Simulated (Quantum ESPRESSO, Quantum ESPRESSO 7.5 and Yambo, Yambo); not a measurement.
# Quasiparticle gap of KCl (Sylvite) in Yambo

How does a plane-wave GW calculation on KCl (Sylvite) run from the first input to the gap?

Method: PBE and many-body steps on it, plane waves, in Quantum ESPRESSO 7.5 and Yambo 5.3.0.

**1. The structure**

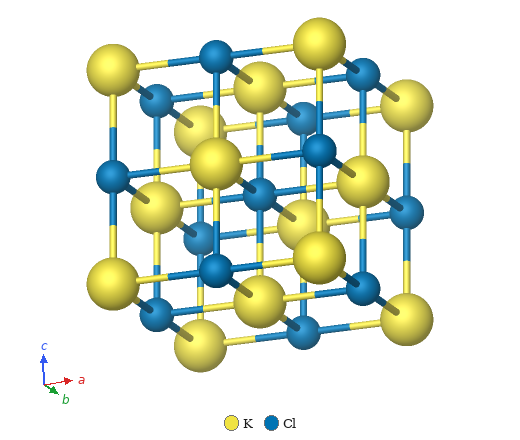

The starting structure, seen from a free direction (potassium yellow, chlorine blue). This picture shows the conventional cell, with its axes. Some periodic images of atoms are drawn too.

The cell and positions come from the Crystallography Open Database and are kept as given unless a step says otherwise.

**2. Ground state**

This step: Quantum ESPRESSO 7.5; DFT, PBE, plane waves, norm-conserving pseudopotentials.

The ground-state density comes first.

pw.in

```
&control
  calculation = 'scf'
  prefix = 'x'
  outdir = 'o'
  pseudo_dir = 'pseudo'
/
&system
  ibrav = 0
  nat = 2
  ntyp = 2
  ecutwfc = 66.0
  nbnd = 13
  force_symmorphic = .true.
/
&electrons
  conv_thr = 1e-10
  electron_maxstep = 80
  mixing_beta = 0.5
/
ATOMIC_SPECIES
  K 39.098 K.upf
  Cl 35.45 Cl.upf
CELL_PARAMETERS angstrom
  -0.0000000000 3.1464700000 3.1464700000
  3.1464700000 0.0000000000 3.1464700000
  3.1464700000 3.1464700000 -0.0000000000
ATOMIC_POSITIONS crystal
  K 0.0000000000 0.0000000000 0.0000000000
  Cl 0.5000000000 0.5000000000 0.5000000000
K_POINTS automatic
  6 6 6 0 0 0
```

Started as:

```console
$ OMP_NUM_THREADS=1 mpirun -n 4 pw.x -nk 4 -in pw.in > pw.out
```

The log of the run:

```text
Program PWSCF v.7.5 starts

     This program is part of the open-source Quantum ESPRESSO suite
     for quantum simulation of materials; please cite
         "P. Giannozzi et al., J. Phys.:Condens. Matter 21 395502 (2009);
         "P. Giannozzi et al., J. Phys.:Condens. Matter 29 465901 (2017);
         "P. Giannozzi et al., J. Chem. Phys. 152 154105 (2020);
     in publications or presentations arising from this work. More details at
     Message from routine setup:
     using ibrav=0 with symmetry is DISCOURAGED, use correct ibrav instead

     G-vector sticks info

     bravais-lattice index     =            0
     lattice parameter (alat)  =       8.4089  a.u.
     unit-cell volume          =     420.4336 (a.u.)^3
     number of atoms/cell      =            2
     number of atomic types    =            2
     number of electrons       =        16.00
     number of Kohn-Sham states=           13
     kinetic-energy cutoff     =      66.0000  Ry
     charge density cutoff     =     264.0000  Ry
     scf convergence threshold =      1.0E-10
     mixing beta               =       0.5000
     number of iterations used =            8  plain     mixing
     Exchange-correlation= PBE
                           (   1   4   3   4   0   0   0)

     celldm(1)=   8.408867  celldm(2)=   0.000000  celldm(3)=   0.000000
     celldm(4)=   0.000000  celldm(5)=   0.000000  celldm(6)=   0.000000

     crystal axes: (cart. coord. in units of alat)
               a(1) = (  -0.000000   0.707107   0.707107 )
               a(2) = (   0.707107   0.000000   0.707107 )
               a(3) = (   0.707107   0.707107  -0.000000 )

     reciprocal axes: (cart. coord. in units 2 pi/alat)
               b(1) = ( -0.707107  0.707107  0.707107 )
               b(2) = (  0.707107 -0.707107  0.707107 )
               b(3) = (  0.707107  0.707107 -0.707107 )
     Pseudo is Norm-conserving + core correction, Zval =  9.0
     Generated using ONCVPSP code by D. R. Hamann
     Using radial grid of 2222 points,  6 beta functions with:
     Pseudo is Norm-conserving + core correction, Zval =  7.0
     Generated using ONCVPSP code by D. R. Hamann
     Using radial grid of 1028 points,  6 beta functions with:
     K                 9.00    39.09800     K ( 1.00)
     Cl                7.00    35.45000     Cl( 1.00)

     48 Sym. Ops., with inversion, found

   Cartesian axes

     site n.     atom                  positions (alat units)
         1        K      tau(   1) = (   0.0000000   0.0000000   0.0000000  )
         2        Cl     tau(   2) = (   0.7071068   0.7071068   0.7071068  )

     number of k points=    16
                       cart. coord. in units 2pi/alat
        k(    1) = (   0.0000000   0.0000000   0.0000000), wk =   0.0092593
        k(    2) = (   0.1178511   0.1178511  -0.1178511), wk =   0.0740741
        k(    3) = (   0.2357023   0.2357023  -0.2357023), wk =   0.0740741
        k(    4) = (  -0.3535534  -0.3535534   0.3535534), wk =   0.0370370
        k(    5) = (   0.2357023   0.0000000  -0.0000000), wk =   0.0555556
        k(    6) = (   0.3535534   0.1178511  -0.1178511), wk =   0.2222222
        k(    7) = (  -0.2357023  -0.4714045   0.4714045), wk =   0.2222222
        k(    8) = (  -0.1178511  -0.3535534   0.3535534), wk =   0.2222222
        k(    9) = (   0.0000000  -0.2357023   0.2357023), wk =   0.1111111
        k(   10) = (   0.4714045   0.0000000  -0.0000000), wk =   0.0555556
     [... 4 further rows ...]
        k(   15) = (  -0.1178511  -0.3535534   0.5892557), wk =   0.2222222
        k(   16) = (  -0.7071068   0.2357023   0.0000000), wk =   0.1111111

     Dense  grid:    30467 G-vectors     FFT dimensions: (  45,  45,  45)

     Initial potential from superposition of free atoms

     starting charge      15.9808, renormalised to      16.0000
     Starting wfcs are    9 randomized atomic wfcs +    4 random wfcs

     per-process dynamical memory:    26.0 Mb

     Self-consistent Calculation

     iteration #  1     ecut=    66.00 Ry     beta= 0.50

     Threshold (ethr) on eigenvalues was too large:
     Diagonalizing with lowered threshold

     total energy              =     -93.17952685 Ry
     estimated scf accuracy    <       0.07164138 Ry

     iteration #  2     ecut=    66.00 Ry     beta= 0.50

     total energy              =     -93.19588016 Ry
     estimated scf accuracy    <       0.00383766 Ry

     iteration #  3     ecut=    66.00 Ry     beta= 0.50

     total energy              =     -93.19669968 Ry
     estimated scf accuracy    <       0.00086220 Ry

     iteration #  4     ecut=    66.00 Ry     beta= 0.50

     total energy              =     -93.19679294 Ry
     estimated scf accuracy    <       0.00002084 Ry

     iteration #  5     ecut=    66.00 Ry     beta= 0.50

     total energy              =     -93.19680177 Ry
     estimated scf accuracy    <       0.00000163 Ry

     iteration #  6     ecut=    66.00 Ry     beta= 0.50

     total energy              =     -93.19680250 Ry
     estimated scf accuracy    <       0.00000002 Ry

     iteration #  7     ecut=    66.00 Ry     beta= 0.50

     total energy              =     -93.19680251 Ry
     estimated scf accuracy    <       0.00000002 Ry

     iteration #  8     ecut=    66.00 Ry     beta= 0.50

     total energy              =     -93.19680252 Ry
     estimated scf accuracy    <          2.8E-09 Ry

     iteration #  9     ecut=    66.00 Ry     beta= 0.50

     End of self-consistent calculation

          k = 0.0000 0.0000 0.0000 (  3839 PWs)   bands (ev):

   -26.2911 -11.2133  -9.7514  -9.7514  -9.7514   0.9045   0.9045   0.9045
     6.0940   9.2710   9.2710   9.2711  10.1289

          k = 0.1179 0.1179-0.1179 (  3792 PWs)   bands (ev):

   -26.2884 -11.2646  -9.7537  -9.7537  -9.6867   0.5912   0.8189   0.8189
     6.7284   9.1025   9.6125   9.6126  10.4956

          k = 0.2357 0.2357-0.2357 (  3801 PWs)   bands (ev):

   -26.2831 -11.3567  -9.7583  -9.7583  -9.5673   0.0753   0.6567   0.6567
     7.9537   9.1689  10.5379  10.5379  11.4236

          k =-0.3536-0.3536 0.3536 (  3798 PWs)   bands (ev):

     [... further k-points ...]

     highest occupied, lowest unoccupied level (ev):     0.9045    6.0940

!    total energy              =     -93.19680252 Ry
     estimated scf accuracy    <          2.0E-11 Ry

     The total energy is the sum of the following terms:
     one-electron contribution =     -29.53901942 Ry
     hartree contribution      =      19.88440133 Ry
     xc contribution           =     -21.87530438 Ry
     ewald contribution        =     -61.66688005 Ry

     convergence has been achieved in   9 iterations

     XML data file, charge density, pseudopotentials, collected wavefunctions

=------------------------------------------------------------------------------=
   JOB DONE.
=------------------------------------------------------------------------------=
```

It took 6.7 s on 4 MPI ranks of Intel Xeon Platinum 8259CL at 2.50GHz (Skylake/Cascade Lake), shared host; peak memory 0.28 GiB.

Numbers from this step:

| Quantity | Value |
| --- | --- |
| total energy | -1268.0071 eV |
| gap | 5.190 eV |
| k of the valence top | 0, 0, 0 |
| k of the conduction bottom | 0, 0, 0 |
| least direct gap | 5.190 eV |

The gap is direct, at Γ.

**3. Bands along the symmetry lines**

Levels along a band path, at the cheap level, show where the edges lie and whether the meshes to come will hold them.

pw.in

```
&control
  calculation = 'bands'
  prefix = 'x'
  outdir = 'o'
  pseudo_dir = 'pseudo'
/
&system
  ibrav = 0
  nat = 2
  ntyp = 2
  ecutwfc = 66.0
  nbnd = 14
  force_symmorphic = .true.
/
&electrons
  conv_thr = 1e-9
  electron_maxstep = 80
  diago_full_acc = .true.
  diago_thr_init = 5e-6
/
ATOMIC_SPECIES
  K 39.098 K.upf
  Cl 35.45 Cl.upf
CELL_PARAMETERS angstrom
  -0.0000000000 3.1464700000 3.1464700000
  3.1464700000 0.0000000000 3.1464700000
  3.1464700000 3.1464700000 -0.0000000000
ATOMIC_POSITIONS crystal
  K 0.0000000000 0.0000000000 0.0000000000
  Cl 0.5000000000 0.5000000000 0.5000000000
K_POINTS crystal
  50
  0.00000000 0.00000000 0.00000000 1
  0.06250000 0.00000000 0.06250000 1
  0.12500000 0.00000000 0.12500000 1
  0.18750000 0.00000000 0.18750000 1
  0.25000000 0.00000000 0.25000000 1
  0.31250000 0.00000000 0.31250000 1
  0.37500000 0.00000000 0.37500000 1
  0.43750000 0.00000000 0.43750000 1
  0.50000000 0.00000000 0.50000000 1
  0.51562500 0.03125000 0.51562500 1
  0.53125000 0.06250000 0.53125000 1
  0.54687500 0.09375000 0.54687500 1
  0.56250000 0.12500000 0.56250000 1
  0.57812500 0.15625000 0.57812500 1
  0.59375000 0.18750000 0.59375000 1
  0.60937500 0.21875000 0.60937500 1
  0.62500000 0.25000000 0.62500000 1
  0.37500000 0.37500000 0.75000000 1
  0.32812500 0.32812500 0.65625000 1
  0.28125000 0.28125000 0.56250000 1
  0.23437500 0.23437500 0.46875000 1
  0.18750000 0.18750000 0.37500000 1
  0.14062500 0.14062500 0.28125000 1
  0.09375000 0.09375000 0.18750000 1
  0.04687500 0.04687500 0.09375000 1
  0.00000000 0.00000000 0.00000000 1
  0.06250000 0.06250000 0.06250000 1
  0.12500000 0.12500000 0.12500000 1
  0.18750000 0.18750000 0.18750000 1
  0.25000000 0.25000000 0.25000000 1
  0.31250000 0.31250000 0.31250000 1
  0.37500000 0.37500000 0.37500000 1
  0.43750000 0.43750000 0.43750000 1
  0.50000000 0.50000000 0.50000000 1
  0.50000000 0.46875000 0.53125000 1
  0.50000000 0.43750000 0.56250000 1
  0.50000000 0.40625000 0.59375000 1
  0.50000000 0.37500000 0.62500000 1
  0.50000000 0.34375000 0.65625000 1
  0.50000000 0.31250000 0.68750000 1
  0.50000000 0.28125000 0.71875000 1
  0.50000000 0.25000000 0.75000000 1
  0.50000000 0.21875000 0.71875000 1
  0.50000000 0.18750000 0.68750000 1
  0.50000000 0.15625000 0.65625000 1
  0.50000000 0.12500000 0.62500000 1
  0.50000000 0.09375000 0.59375000 1
  0.50000000 0.06250000 0.56250000 1
  0.50000000 0.03125000 0.53125000 1
  0.50000000 0.00000000 0.50000000 1
```

The log of the run:

```text
[banner, memory and clock lines left out]
Program PWSCF v.7.5 starts

     Atomic positions and unit cell read from directory:
     o/x.save/

     Message from routine setup:
     using ibrav=0 with symmetry is DISCOURAGED, use correct ibrav instead

     G-vector sticks info

     bravais-lattice index     =            0
     lattice parameter (alat)  =       8.4089  a.u.
     unit-cell volume          =     420.4336 (a.u.)^3
     number of atoms/cell      =            2
     number of atomic types    =            2
     number of electrons       =        16.00
     number of Kohn-Sham states=           14
     kinetic-energy cutoff     =      66.0000  Ry
     charge density cutoff     =     264.0000  Ry
     Exchange-correlation= PBE
                           (   1   4   3   4   0   0   0)

     celldm(1)=   8.408867  celldm(2)=   0.000000  celldm(3)=   0.000000
     celldm(4)=   0.000000  celldm(5)=   0.000000  celldm(6)=   0.000000

     crystal axes: (cart. coord. in units of alat)
               a(1) = (  -0.000000   0.707107   0.707107 )
               a(2) = (   0.707107   0.000000   0.707107 )
               a(3) = (   0.707107   0.707107  -0.000000 )

     reciprocal axes: (cart. coord. in units 2 pi/alat)
               b(1) = ( -0.707107  0.707107  0.707107 )
               b(2) = (  0.707107 -0.707107  0.707107 )
               b(3) = (  0.707107  0.707107 -0.707107 )
     Pseudo is Norm-conserving + core correction, Zval =  9.0
     Generated using ONCVPSP code by D. R. Hamann
     Using radial grid of 2222 points,  6 beta functions with:
     Pseudo is Norm-conserving + core correction, Zval =  7.0
     Generated using ONCVPSP code by D. R. Hamann
     Using radial grid of 1028 points,  6 beta functions with:
     K                 9.00    39.09800     K ( 1.00)
     Cl                7.00    35.45000     Cl( 1.00)

     48 Sym. Ops., with inversion, found

   Cartesian axes

     site n.     atom                  positions (alat units)
         1        K      tau(   1) = (   0.0000000   0.0000000   0.0000000  )
         2        Cl     tau(   2) = (   0.7071068   0.7071068   0.7071068  )

     number of k points=    50
                       cart. coord. in units 2pi/alat
        k(    1) = (   0.0000000   0.0000000   0.0000000), wk =   0.0400000
        k(    2) = (   0.0000000   0.0883883   0.0000000), wk =   0.0400000
        k(    3) = (   0.0000000   0.1767767   0.0000000), wk =   0.0400000
[...]
[... 38 further rows ...]
        k(   49) = (   0.0441942   0.7071068   0.0000000), wk =   0.0400000
        k(   50) = (   0.0000000   0.7071068   0.0000000), wk =   0.0400000

     Dense  grid:    30467 G-vectors     FFT dimensions: (  45,  45,  45)

     The potential is recalculated from file :
     o/x.save/charge-density

     Starting wfcs are    9 randomized atomic wfcs +    5 random wfcs

     Band Structure Calculation

     End of band structure calculation

          k = 0.0000 0.0000 0.0000 (  3839 PWs)   bands (ev):

   -26.2911 -11.2133  -9.7514  -9.7514  -9.7514   0.9045   0.9045   0.9045
     6.0941   9.2710   9.2710   9.2711  10.1289  10.1289

          k = 0.0000 0.0884 0.0000 (  3795 PWs)   bands (ev):

   -26.2906 -11.2235  -9.7534  -9.7534  -9.7355   0.8263   0.8932   0.8932
     6.2225   9.1543   9.3725   9.3725  10.1594  10.2391

          k = 0.0000 0.1768 0.0000 (  3787 PWs)   bands (ev):

   -26.2890 -11.2461  -9.7594  -9.7594  -9.6999   0.6371   0.8624   0.8624
     6.5628   8.8622   9.6694   9.6694  10.2482  10.5484

          k = 0.0000 0.2652-0.0000 (  3799 PWs)   bands (ev):

[...]
k =-0.0000 0.4419 0.0000 (  3816 PWs)   bands (ev):

[...]
k = 0.0000 0.5303-0.0000 (  3812 PWs)   bands (ev):

[...]
k =-0.0000 0.6187 0.0000 (  3824 PWs)   bands (ev):

[...]
k = 0.5303 0.5303-0.0000 (  3811 PWs)   bands (ev):

[...]
k = 0.1326 0.7071-0.0000 (  3822 PWs)   bands (ev):

[...]
k = 0.0884 0.7071-0.0000 (  3826 PWs)   bands (ev):

[...]
k = 0.0442 0.7071 0.0000 (  3828 PWs)   bands (ev):

   -26.2774 -11.1181  -9.8922  -9.8078  -9.8011   0.2520   0.6713   0.6761
     7.4613   9.2775  10.9166  11.1116  11.4678  12.5497

          k = 0.0000 0.7071 0.0000 (  3812 PWs)   bands (ev):

   -26.2774 -11.1141  -9.8930  -9.8069  -9.8069   0.2489   0.6817   0.6817
     7.4343   9.2443  10.9730  11.0895  11.4859  12.5168

     XML data file, pseudopotentials, collected wavefunctions
```

It took 8 s on 4 MPI ranks; peak memory 0.25 GiB; 31 s of CPU time.

This step gave:

```yaml
gap: 5.190 eV
k_of_the_valence_top: 0, 0, 0
k_of_the_conduction_bottom: 0, 0, 0
least_direct_gap: 5.190 eV
```

The gap is 5.190 eV, as in the run before at this level.

Electronic bands along the path, in eV, zero at the top of the highest filled band; v1 is the highest filled band, c1 the lowest empty one:

```
    point      v4     v3     v2     v1    c1    c2     c3     c4
        Γ  -10.66   0.00   0.00   0.00  5.19  8.37   8.37   8.37
        X  -10.71  -0.66  -0.22  -0.22  6.53  8.34  10.07  10.19
        U  -10.60  -0.56  -0.55  -0.29  7.27  9.07   9.30  10.07
jump to K  -10.60  -0.56  -0.55  -0.29  7.27  9.07   9.30  10.07
        Γ  -10.66   0.00   0.00   0.00  5.19  8.37   8.37   8.37
        L  -10.42  -1.05  -0.32  -0.32  7.58  8.60  10.50  10.50
        W  -10.57  -0.49  -0.47  -0.47  8.03  8.03   9.44   9.85
        X  -10.71  -0.66  -0.22  -0.22  6.53  8.34  10.07  10.19
```

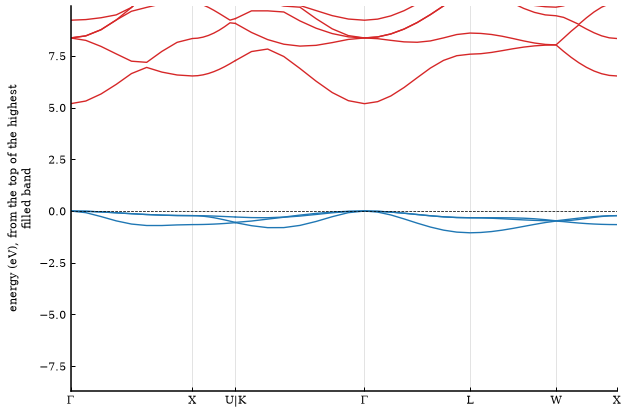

Electronic bands along the path; lines of filled and empty bands in two colours.

(Continued in part 2 of 2.)

[Paths, hosts, dates, memory and timing lines, banners, echoed tables and standing remarks are left out of the program output.]

[Logs are printed without paths, hosts, clocks, repeated set-up lines and the standing remarks that a program may print on its own settings, such as how far it seeks lower states.]

[Runs of the session that timed out or met a known fault of the program may be left out.]

[Hosts, paths, dates, database ids (printed as entryN), source tags and the programs' standing remarks are cut or masked in the printed files.]
